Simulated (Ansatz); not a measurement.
**Geometry relaxation of CH$_{7}$BOS (part 1 of 2)**

- system: CH$_{7}$BOS
- method: RKS B3LYP-D4/6-31G* (Ansatz 0.2.0)

It belongs to a series of runs on one base structure; here: end point A relaxed. Figures and captions count atoms from 1; the log counts them from 0 in places.

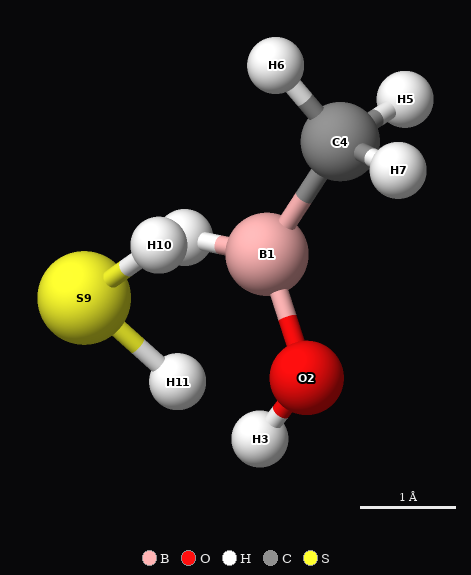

The structure as given in the input (ball-and-stick view, seen at an oblique angle; atoms are numbered from 1 in the order of the input).

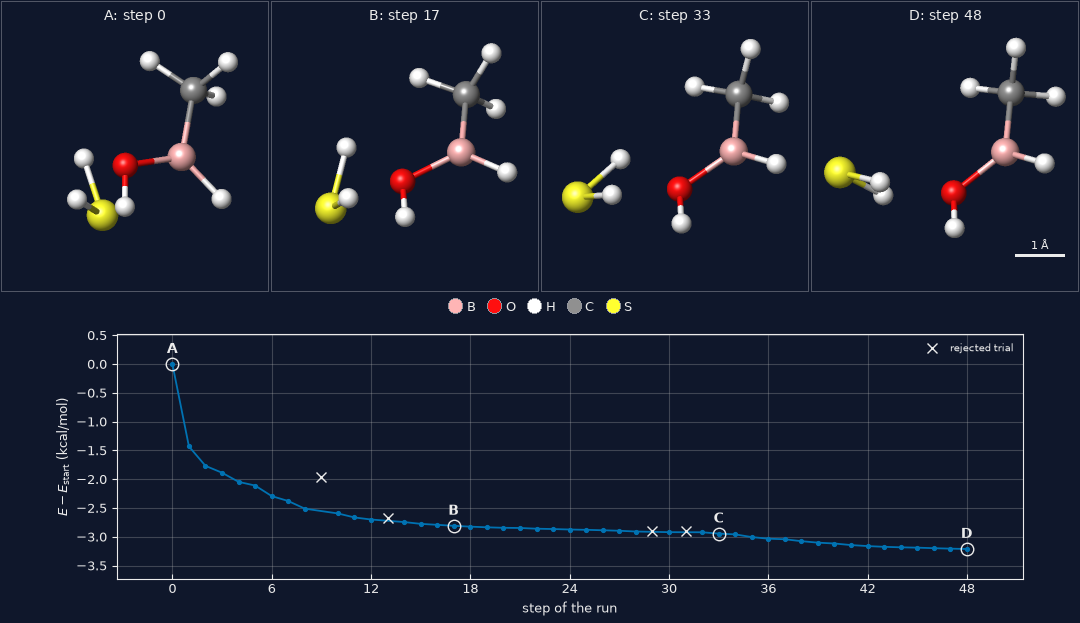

Frames of the relaxation (ball-and-stick view, seen at an oblique angle) above the curves, on which the letters mark them (the first geometry is step 0 here and step 1 in the log).

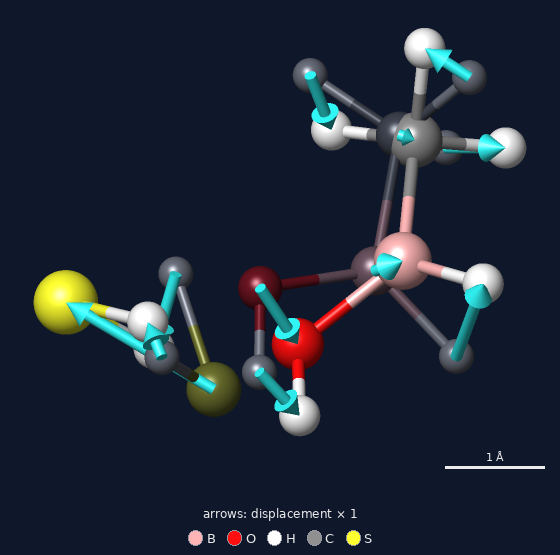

Start (faint) and end (solid) with the displacements as teal arrows, at true length (ball-and-stick view, seen at an oblique angle). The two geometries are laid on each other by the best rigid fit. Over 48 geometry steps the energy falls by 3.21 kcal/mol. The largest force component goes from 0.61 to 0.012 eV/Å. The line search rejected the trial steps at points 9, 13, 29, 31 (counted from 0) and went back. S9 moves most after the best rigid fit: 1.74 Å. Largest moves by element: S 1.74 Å, H 1.39 Å, O 0.88 Å, B 0.43 Å, C 0.17 Å. Distances before and after: B1–O2 1.391 → 1.367 Å, S9–H11 1.375 → 1.353 Å, C4–H6 1.094 → 1.100 Å, C4–H5 1.104 → 1.099 Å. (Atoms are counted from 1 in the order of the input.)

The input and output of the run follow.

Input file
```yaml
crystal:
  periodic: [false, false, false]
  atoms:
    - { symbol: B, position_ang: [-0.02617, -0.245545, 0.068486] }
    - { symbol: O, position_ang: [-0.078953, -0.613701, 1.408335] }
    - { symbol: H, position_ang: [-0.988217, -0.771962, 1.698716] }
    - { symbol: C, position_ang: [1.375112, -0.069689, -0.610363] }
    - { symbol: H, position_ang: [1.5905, -0.971082, -1.211153] }
    - { symbol: H, position_ang: [1.37775, 0.768251, -1.313523] }
    - { symbol: H, position_ang: [2.197229, 0.050485, 0.102855] }
    - { symbol: H, position_ang: [-1.051815, -0.179243, -0.550124] }
    - { symbol: S, position_ang: [-0.163146, 2.650955, 1.159787] }
    - { symbol: H, position_ang: [1.164308, 2.87819, 1.159871] }
    - { symbol: H, position_ang: [-0.029698, 1.531541, 1.947011] }
basis:
  gaussian: { orbitals: "6-31G*" }
hamiltonian:
  xc: b3lyp
  dispersion: d4
relax:
  f_tol: 0.03
  max_steps: 50
```

Launched with:
```bash
ansatz run input.yaml --threads 1 --pin off --max-ram 2048MiB --backend cpu --events-out ev --progress --plain --runs-dir out
```

What the program printed
```
The last accepted step is kept in [file] (removed where the run ends without a failure and the disk answers)
Engine: ansatz 0.2.0, aarch64-unknown-linux-gnu
Functional definition: B3LYP
  parameter a0 = 0.2
  parameter ax = 0.72
  parameter ac = 0.81
  exchange = (1 - a0 - ax)*slater_x + ax*b88_x + a0*exact_x
  correlation = (1 - ac)*vwn_rpa_c + ac*lyp_c
881 factors; integrals over basis functions are off by at most 5.6e-4 eV
mean field evaluation 1: about -14704.3998 eV, gradient 5.7e1 eV
mean field evaluation 2: about -14698.5063 eV, gradient 8.0e1 eV
mean field evaluation 4: about -14711.0534 eV, gradient 2.3e0 eV
mean field evaluation 8: about -14711.0719 eV, gradient 1.1e-1 eV
mean field -14711.07192082 eV, -540.6219215675 hartree, gradient 3.0e-5 eV, S^2 0.000000; 0 other end points of the search recorded, 0 dependent functions left out
the calculation of the forces begins
reference -14711.07214861 eV, -540.6219299387 hartree; 21, 21 occupied and 57, 57 virtual orbitals, 881 factors
relax step   1: F+E_penalty+E_count = -14711.35433482 eV  Δ(F+E_penalty+E_count) = +0.000e0 eV  max|allowed force component| = 6.103e-1 eV/Å  Δτ_max = 0.0000 Å  (25 SCF iters, accepted)
these checks for a lower state are left out or cut short: starts, cluster_reference, orbital_swaps, neighbouring_geometries, increment
881 factors; integrals over basis functions are off by at most 5.9e-4 eV
mean field evaluation 16: about -14711.0459 eV, gradient 4.1e0 eV
mean field -14711.15187083 eV, -540.6248596760 hartree, gradient 2.4e-5 eV, S^2 0.000000; 0 other end points of the search recorded, 0 dependent functions left out
[... from here on the field's lines of each further geometry are left out, up to the last ...]
relax step   2: F+E_penalty+E_count = -14711.41639904 eV  Δ(F+E_penalty+E_count) = -6.206e-2 eV  max|allowed force component| = 4.553e-1 eV/Å  Δτ_max = 0.1949 Å  (26 SCF iters, accepted)
relax step   3: F+E_penalty+E_count = -14711.43098432 eV  Δ(F+E_penalty+E_count) = -1.459e-2 eV  max|allowed force component| = 2.663e-1 eV/Å  Δτ_max = 0.1146 Å  (28 SCF iters, accepted)
relax step   4: F+E_penalty+E_count = -14711.43616508 eV  Δ(F+E_penalty+E_count) = -5.181e-3 eV  max|allowed force component| = 1.140e-1 eV/Å  Δτ_max = 0.0634 Å  (28 SCF iters, accepted)
relax step   5: F+E_penalty+E_count = -14711.44303158 eV  Δ(F+E_penalty+E_count) = -6.867e-3 eV  max|allowed force component| = 1.699e-1 eV/Å  Δτ_max = 0.1332 Å  (27 SCF iters, accepted)
relax step   6: F+E_penalty+E_count = -14711.44583047 eV  Δ(F+E_penalty+E_count) = -2.799e-3 eV  max|allowed force component| = 3.498e-1 eV/Å  Δτ_max = 0.1890 Å  (27 SCF iters, accepted)
relax step   7: F+E_penalty+E_count = -14711.45375996 eV  Δ(F+E_penalty+E_count) = -7.929e-3 eV  max|allowed force component| = 2.487e-1 eV/Å  Δτ_max = 0.0274 Å  (28 SCF iters, accepted)
relax step   8: F+E_penalty+E_count = -14711.45747377 eV  Δ(F+E_penalty+E_count) = -3.714e-3 eV  max|allowed force component| = 3.308e-1 eV/Å  Δτ_max = 0.1062 Å  (26 SCF iters, accepted)
relax step   9: F+E_penalty+E_count = -14711.46322969 eV  Δ(F+E_penalty+E_count) = -5.756e-3 eV  max|allowed force component| = 1.351e-1 eV/Å  Δτ_max = 0.0989 Å  (28 SCF iters, accepted)
relax step  10: F+E_penalty+E_count = -14711.43907168 eV  Δ(F+E_penalty+E_count) = +2.416e-2 eV  max|allowed force component| = 1.068e0 eV/Å  Δτ_max = 0.1953 Å  (28 SCF iters, rejected (line search))
relax step  11: F+E_penalty+E_count = -14711.46683462 eV  Δ(F+E_penalty+E_count) = -3.605e-3 eV  max|allowed force component| = 5.700e-2 eV/Å  Δτ_max = 0.0976 Å  (28 SCF iters, accepted)
relax step  12: F+E_penalty+E_count = -14711.46984098 eV  Δ(F+E_penalty+E_count) = -3.006e-3 eV  max|allowed force component| = 1.420e-1 eV/Å  Δτ_max = 0.0995 Å  (28 SCF iters, accepted)
relax step  13: F+E_penalty+E_count = -14711.47139279 eV  Δ(F+E_penalty+E_count) = -1.552e-3 eV  max|allowed force component| = 1.896e-1 eV/Å  Δτ_max = 0.0743 Å  (28 SCF iters, accepted)
relax step  14: F+E_penalty+E_count = -14711.47060587 eV  Δ(F+E_penalty+E_count) = +7.869e-4 eV  max|allowed force component| = 2.281e-1 eV/Å  Δτ_max = 0.0985 Å  (28 SCF iters, rejected (line search))
relax step  15: F+E_penalty+E_count = -14711.47330456 eV  Δ(F+E_penalty+E_count) = -1.912e-3 eV  max|allowed force component| = 1.152e-1 eV/Å  Δτ_max = 0.0480 Å  (28 SCF iters, accepted)
relax step  16: F+E_penalty+E_count = -14711.47466564 eV  Δ(F+E_penalty+E_count) = -1.361e-3 eV  max|allowed force component| = 8.038e-2 eV/Å  Δτ_max = 0.0904 Å  (28 SCF iters, accepted)
relax step  17: F+E_penalty+E_count = -14711.47539413 eV  Δ(F+E_penalty+E_count) = -7.285e-4 eV  max|allowed force component| = 7.568e-2 eV/Å  Δτ_max = 0.0555 Å  (28 SCF iters, accepted)
relax step  18: F+E_penalty+E_count = -14711.47614779 eV  Δ(F+E_penalty+E_count) = -7.537e-4 eV  max|allowed force component| = 5.500e-2 eV/Å  Δτ_max = 0.0419 Å  (28 SCF iters, accepted)
relax step  19: F+E_penalty+E_count = -14711.47676905 eV  Δ(F+E_penalty+E_count) = -6.213e-4 eV  max|allowed force component| = 7.597e-2 eV/Å  Δτ_max = 0.0655 Å  (28 SCF iters, accepted)
relax step  20: F+E_penalty+E_count = -14711.47725982 eV  Δ(F+E_penalty+E_count) = -4.908e-4 eV  max|allowed force component| = 6.126e-2 eV/Å  Δτ_max = 0.0399 Å  (28 SCF iters, accepted)
relax step  21: F+E_penalty+E_count = -14711.47763847 eV  Δ(F+E_penalty+E_count) = -3.787e-4 eV  max|allowed force component| = 6.278e-2 eV/Å  Δτ_max = 0.0641 Å  (28 SCF iters, accepted)
relax step  22: F+E_penalty+E_count = -14711.47777009 eV  Δ(F+E_penalty+E_count) = -1.316e-4 eV  max|allowed force component| = 6.718e-2 eV/Å  Δτ_max = 0.0386 Å  (27 SCF iters, accepted)
relax step  23: F+E_penalty+E_count = -14711.47831878 eV  Δ(F+E_penalty+E_count) = -5.487e-4 eV  max|allowed force component| = 5.949e-2 eV/Å  Δτ_max = 0.0324 Å  (28 SCF iters, accepted)
relax step  24: F+E_penalty+E_count = -14711.47856628 eV  Δ(F+E_penalty+E_count) = -2.475e-4 eV  max|allowed force component| = 3.634e-2 eV/Å  Δτ_max = 0.0175 Å  (28 SCF iters, accepted)
relax step  25: F+E_penalty+E_count = -14711.47892254 eV  Δ(F+E_penalty+E_count) = -3.563e-4 eV  max|allowed force component| = 6.826e-2 eV/Å  Δτ_max = 0.0665 Å  (28 SCF iters, accepted)
relax step  26: F+E_penalty+E_count = -14711.47916831 eV  Δ(F+E_penalty+E_count) = -2.458e-4 eV  max|allowed force component| = 6.931e-2 eV/Å  Δτ_max = 0.0312 Å  (27 SCF iters, accepted)
relax step  27: F+E_penalty+E_count = -14711.47948723 eV  Δ(F+E_penalty+E_count) = -3.189e-4 eV  max|allowed force component| = 8.102e-2 eV/Å  Δτ_max = 0.0439 Å  (28 SCF iters, accepted)
relax step  28: F+E_penalty+E_count = -14711.47987442 eV  Δ(F+E_penalty+E_count) = -3.872e-4 eV  max|allowed force component| = 9.074e-2 eV/Å  Δτ_max = 0.0385 Å  (27 SCF iters, accepted)
relax step  29: F+E_penalty+E_count = -14711.48043573 eV  Δ(F+E_penalty+E_count) = -5.613e-4 eV  max|allowed force component| = 8.579e-2 eV/Å  Δτ_max = 0.0458 Å  (28 SCF iters, accepted)
relax step  30: F+E_penalty+E_count = -14711.48018121 eV  Δ(F+E_penalty+E_count) = +2.545e-4 eV  max|allowed force component| = 2.304e-1 eV/Å  Δτ_max = 0.0722 Å  (28 SCF iters, rejected (line search))
relax step  31: F+E_penalty+E_count = -14711.48093229 eV  Δ(F+E_penalty+E_count) = -4.966e-4 eV  max|allowed force component| = 3.690e-2 eV/Å  Δτ_max = 0.0361 Å  (27 SCF iters, accepted)
relax step  32: F+E_penalty+E_count = -14711.48016250 eV  Δ(F+E_penalty+E_count) = +7.698e-4 eV  max|allowed force component| = 3.059e-1 eV/Å  Δτ_max = 0.0975 Å  (25 SCF iters, rejected (line search))
relax step  33: F+E_penalty+E_count = -14711.48099783 eV  Δ(F+E_penalty+E_count) = -6.554e-5 eV  max|allowed force component| = 9.261e-2 eV/Å  Δτ_max = 0.0488 Å  (28 SCF iters, accepted)
relax step  34: F+E_penalty+E_count = -14711.48200688 eV  Δ(F+E_penalty+E_count) = -1.009e-3 eV  max|allowed force component| = 1.162e-1 eV/Å  Δτ_max = 0.0487 Å  (28 SCF iters, accepted)
relax step  35: F+E_penalty+E_count = -14711.48259540 eV  Δ(F+E_penalty+E_count) = -5.885e-4 eV  max|allowed force component| = 1.484e-1 eV/Å  Δτ_max = 0.0408 Å  (27 SCF iters, accepted)
relax step  36: F+E_penalty+E_count = -14711.48462185 eV  Δ(F+E_penalty+E_count) = -2.026e-3 eV  max|allowed force component| = 8.568e-2 eV/Å  Δτ_max = 0.1125 Å  (25 SCF iters, accepted)
relax step  37: F+E_penalty+E_count = -14711.48584374 eV  Δ(F+E_penalty+E_count) = -1.222e-3 eV  max|allowed force component| = 1.180e-1 eV/Å  Δτ_max = 0.0628 Å  (28 SCF iters, accepted)
relax step  38: F+E_penalty+E_count = -14711.48626608 eV  Δ(F+E_penalty+E_count) = -4.223e-4 eV  max|allowed force component| = 2.211e-1 eV/Å  Δτ_max = 0.0606 Å  (28 SCF iters, accepted)
relax step  39: F+E_penalty+E_count = -14711.48770672 eV  Δ(F+E_penalty+E_count) = -1.441e-3 eV  max|allowed force component| = 1.160e-1 eV/Å  Δτ_max = 0.0380 Å  (27 SCF iters, accepted)
relax step  40: F+E_penalty+E_count = -14711.48882774 eV  Δ(F+E_penalty+E_count) = -1.121e-3 eV  max|allowed force component| = 7.217e-2 eV/Å  Δτ_max = 0.0649 Å  (28 SCF iters, accepted)
relax step  41: F+E_penalty+E_count = -14711.48946530 eV  Δ(F+E_penalty+E_count) = -6.376e-4 eV  max|allowed force component| = 2.074e-1 eV/Å  Δτ_max = 0.0809 Å  (27 SCF iters, accepted)
relax step  42: F+E_penalty+E_count = -14711.49064566 eV  Δ(F+E_penalty+E_count) = -1.180e-3 eV  max|allowed force component| = 1.082e-1 eV/Å  Δτ_max = 0.0377 Å  (27 SCF iters, accepted)
relax step  43: F+E_penalty+E_count = -14711.49139860 eV  Δ(F+E_penalty+E_count) = -7.529e-4 eV  max|allowed force component| = 5.682e-2 eV/Å  Δτ_max = 0.0524 Å  (28 SCF iters, accepted)
relax step  44: F+E_penalty+E_count = -14711.49196177 eV  Δ(F+E_penalty+E_count) = -5.632e-4 eV  max|allowed force component| = 9.436e-2 eV/Å  Δτ_max = 0.0819 Å  (26 SCF iters, accepted)
relax step  45: F+E_penalty+E_count = -14711.49233566 eV  Δ(F+E_penalty+E_count) = -3.739e-4 eV  max|allowed force component| = 8.934e-2 eV/Å  Δτ_max = 0.0466 Å  (28 SCF iters, accepted)
relax step  46: F+E_penalty+E_count = -14711.49258972 eV  Δ(F+E_penalty+E_count) = -2.541e-4 eV  max|allowed force component| = 8.902e-2 eV/Å  Δτ_max = 0.0576 Å  (28 SCF iters, accepted)
relax step  47: F+E_penalty+E_count = -14711.49299193 eV  Δ(F+E_penalty+E_count) = -4.022e-4 eV  max|allowed force component| = 9.379e-2 eV/Å  Δτ_max = 0.0597 Å  (27 SCF iters, accepted)
relax step  48: F+E_penalty+E_count = -14711.49333974 eV  Δ(F+E_penalty+E_count) = -3.478e-4 eV  max|allowed force component| = 3.267e-2 eV/Å  Δτ_max = 0.0222 Å  (23 SCF iters, accepted)
the calculation of the forces begins
reference -14711.26345132 eV, -540.6289601835 hartree; 21, 21 occupied and 57, 57 virtual orbitals, 881 factors
relax step  49: F+E_penalty+E_count = -14711.49360028 eV  Δ(F+E_penalty+E_count) = -2.605e-4 eV  max|allowed force component| = 1.178e-2 eV/Å  Δτ_max = 0.0479 Å  (27 SCF iters, accepted)
881 factors; integrals over basis functions are off by at most 5.1e-4 eV
mean field evaluation 352: about -14711.2632 eV, gradient 7.7e-6 eV
mean field -14711.26320189 eV, -540.6289510170 hartree, gradient 7.7e-6 eV, S^2 0.000000; 1 other end points of the search recorded, 0 dependent functions left out
the calculation of the forces begins
reference -14711.26345132 eV, -540.6289601835 hartree; 21, 21 occupied and 57, 57 virtual orbitals, 881 factors
Total energy: -14711.49384971 eV, -540.6374271682 hartree
Atom 0 at    -0.063963    -0.644872    -0.109836 Å, force    -0.008678     0.004700     0.002480 eV/Å
Atom 1 at    -0.571186    -0.017368     0.994219 Å, force     0.004878    -0.007808    -0.008102 eV/Å
Atom 2 at    -1.410924    -0.398728     1.289152 Å, force     0.001516     0.002108     0.000064 eV/Å
Atom 3 at     1.289152    -0.145911    -0.717991 Å, force     0.004594     0.003249    -0.008949 eV/Å
Atom 4 at     2.003993    -0.977016    -0.796294 Å, force    -0.003859     0.007383     0.002287 eV/Å
Atom 5 at     1.131746     0.201920    -1.749732 Å, force     0.002202    -0.006288     0.011781 eV/Å
Atom 6 at     1.756152     0.663753    -0.146951 Å, force    -0.003258    -0.007305    -0.005800 eV/Å
Atom 7 at    -0.686061    -1.561344    -0.582422 Å, force     0.004422     0.004028     0.004383 eV/Å
Atom 8 at     1.001683     2.756502     2.382081 Å, force    -0.003880    -0.002353    -0.006423 eV/Å
Atom 9 at     0.554971     3.503923     1.350523 Å, force     0.001455    -0.005947     0.007085 eV/Å
Atom 10 at     0.361337     1.647342     1.947149 Å, force     0.000607     0.008234     0.001194 eV/Å
Dipole moment:    -0.412072    -0.304471    -0.268751 e Å
```

Trajectory as extended XYZ (Å, eV, eV/Å), 20 of the 49 frames kept, from step=1 to step=49
```
11
Properties=species:S:1:pos:R:3:forces:R:3 step=1 energy=-14711.35433
B    -0.0262   -0.2455    0.0685    0.0137  -0.3740   0.5209
O    -0.0790   -0.6137    1.4083    0.0766   0.0631  -0.5763
H    -0.9882   -0.7720    1.6987   -0.0445  -0.0323  -0.0346
C     1.3751   -0.0697   -0.6104   -0.0200  -0.1281  -0.0380
H     1.5905   -0.9711   -1.2112   -0.0229   0.0730   0.0629
H     1.3778    0.7683   -1.3135    0.0226   0.0572  -0.0264
H     2.1972    0.0505    0.1029    0.0133   0.0068   0.0165
H    -1.0518   -0.1792   -0.5501   -0.0451   0.0057  -0.0107
S    -0.1631    2.6510    1.1598    0.0004  -0.3140   0.4575
H     1.1643    2.8782    1.1599    0.0679   0.0323  -0.0281
H    -0.0297    1.5315    1.9470   -0.0622   0.6103  -0.3436
```
